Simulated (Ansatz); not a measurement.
## Electronic structure of H$_{12}$Si$_{5}$ (SMILES [SiH3][Si]([SiH3])([SiH3])[SiH3]) in real space

Input

```
crystal:
  periodic: [false, false, false]
  atoms:
    - symbol: Si
      position_ang: [-1.850226, -0.580358, 0.930334]
    - symbol: Si
      position_ang: [-0.388066, 0.448334, -0.596898]
    - symbol: Si
      position_ang: [-1.173377, 2.606714, -1.099668]
    - symbol: Si
      position_ang: [-0.289432, -0.836801, -2.563387]
    - symbol: Si
      position_ang: [1.760050, 0.599213, 0.347112]
    - symbol: H
      position_ang: [-1.933374, 0.226606, 2.199211]
    - symbol: H
      position_ang: [-3.228841, -0.687210, 0.333293]
    - symbol: H
      position_ang: [-1.360274, -1.964083, 1.267279]
    - symbol: H
      position_ang: [-1.235393, 3.438167, 0.154633]
    - symbol: H
      position_ang: [-0.251676, 3.280518, -2.081853]
    - symbol: H
      position_ang: [-2.552348, 2.533679, -1.700731]
    - symbol: H
      position_ang: [-1.658246, -0.947662, -3.181705]
    - symbol: H
      position_ang: [0.213312, -2.221442, -2.249561]
    - symbol: H
      position_ang: [0.642019, -0.197773, -3.559467]
    - symbol: H
      position_ang: [1.717737, 1.421854, 1.607956]
    - symbol: H
      position_ang: [2.280024, -0.774050, 0.681734]
    - symbol: H
      position_ang: [2.707300, 1.251936, -0.625051]
basis:
  gaussian:
    orbitals: def2-SVPD
hamiltonian:
  xc: {name: PBE0}
output: {forces: true, orbitals: {seedname: orbitals}}
```

Run with:

```sh
ansatz run input.yaml --threads 2 --pin off --max-ram 5220MiB --events-out events.jsonl --progress --plain --runs-dir runs
```

Geometry: PBE-D3(BJ)/def2-SVP.

These are results of isolated molecule in a Gaussian basis; Kohn-Sham density functional theory, functional PBE0 (Ansatz), not measurements.

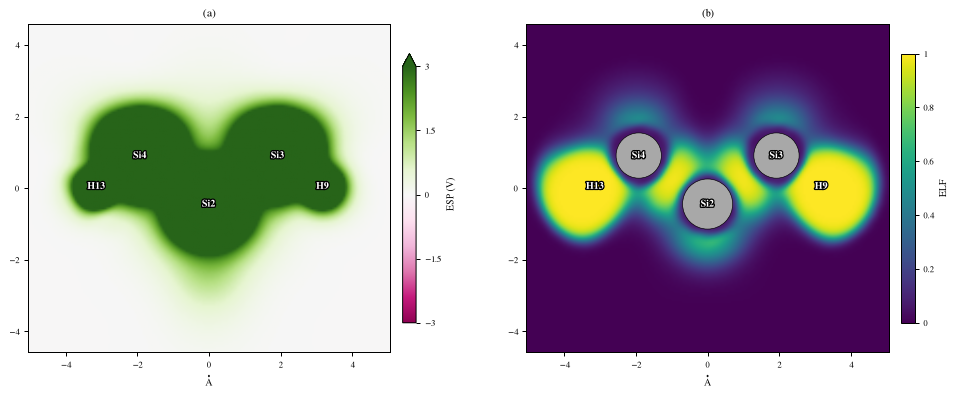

Figure 1. (a) molecular electrostatic potential; (b) electron localisation function on the plane of atoms Si2, Si3 and H9. Grey discs cover the atomic cores in the ELF map.

Question: Interpret the plot.

Answer: The plane passes through Si and H nuclei.
Si–Si (2.35 Å): the ELF peaks at about 1 between the atoms, as expected for localised, covalent bonding.
Si–H (1.51 Å): the ELF climbs to about 1 towards the hydrogen, as it does in any bond to H.
The potential has no marked negative region in this plane.

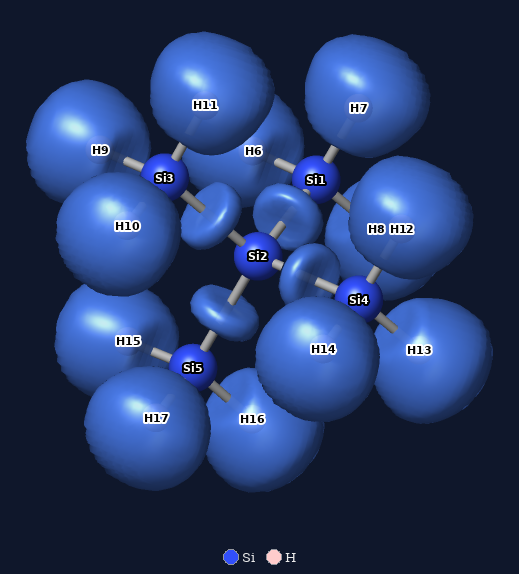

Figure 2. Isosurface of the ELF at 0.9 (blue), seen across its widest extent. Only the valence region is drawn (cores and ρ < 0.01 e/Å³ removed).

Question: What do the ELF domains correspond to?

Answer: The ELF exceeds this value in four regions between bonded Si–Si atoms (shared pairs) and twelve regions around hydrogen nuclei.

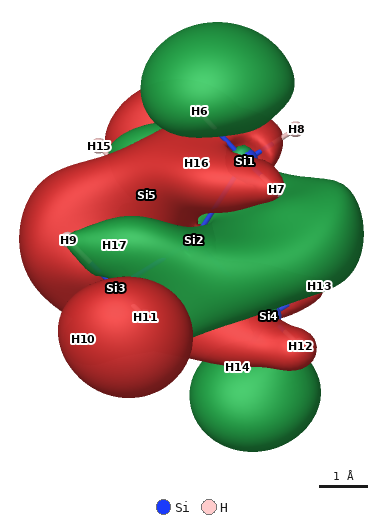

Figure 3. The LUMO at ±0.04 Å⁻³ᐟ² (green and red are the two phases), seen from one side.

Question: Describe this orbital and give its energy.

Answer: By Hirshfeld shares it lies mainly on Si2 (about 20 %), Si1 (about 15 %), Si3 (about 15 %), Si4 (about 15 %) and Si5 (about 15 %). It is one of a degenerate set, so its orientation is arbitrary. Its energy is −0.32 eV.

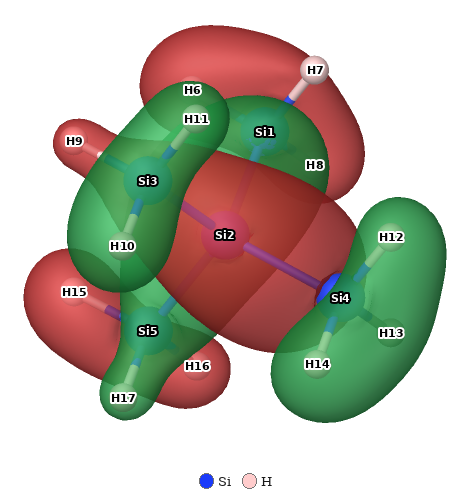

Figure 4. The HOMO at ±0.05 Å⁻³ᐟ² (green and red are the two phases), seen at a tilt.

Question: Describe this orbital and give its energy.

Answer: Its weight (Hirshfeld) is mainly on Si2 (about 30 %), Si1 (about 15 %), Si4 (about 15 %), Si3 (about 5 %) and Si5 (about 5 %). It is one of a degenerate set, so its orientation is arbitrary. Its energy is −8.01 eV.
